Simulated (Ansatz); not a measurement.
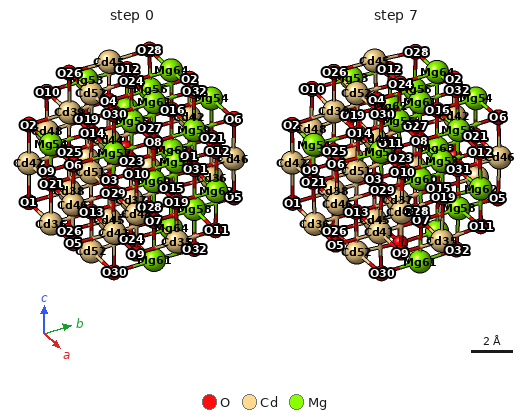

The structure of crystalline O32Cd20Mg12 (a generated structure, set up in P1) before (left) and after (right) a relaxation, at one scale.

A ball-and-stick model of the atoms within 5.8 Å of the atom that moves most (axes of the cell of the calculation (origin shifted)), seen from a free direction.

Method: DFT, PBEsol, PAW, plane waves in Ansatz. (plane-wave cutoff 420 eV; k-point mesh 1 × 1 × 1; mesh shifted by (0.25, 0.25, 0.25); no spin polarisation; cell relaxed at fixed shape; force threshold 0.03 eV/Å; at most 80 steps)

**What changed between the two?**

An O atom moves most relative to the cell: 0.27 Å along [1 1 1]. Largest moves by element: O 0.27 Å, Mg 0.14 Å, Cd 0.08 Å. The drawn cell changes as follows: a = b = c 9.019 → 9.097 Å (+0.9 %); the volume changes by +2.6 %. Some distances before and after: Cd–O 2.170 → 2.386 Å, Cd–O 2.228 → 2.443 Å, Cd–O 2.282 → 2.480 Å, Mg–O 2.300 → 2.492 Å. Bond angles that change, for instance: Cd–O–Cd 179.1° → 171.2°, Cd–O–Cd 91.7° → 84.5°, O–Cd–O 90.4° → 83.3°. The space group stays P1 (No. 1). Over 7 geometry steps the energy falls by 64.1 meV per atom. The largest force component goes from 1.9 to 0.0024 eV/Å. The pressure goes from 6.57 to 0.02 GPa.
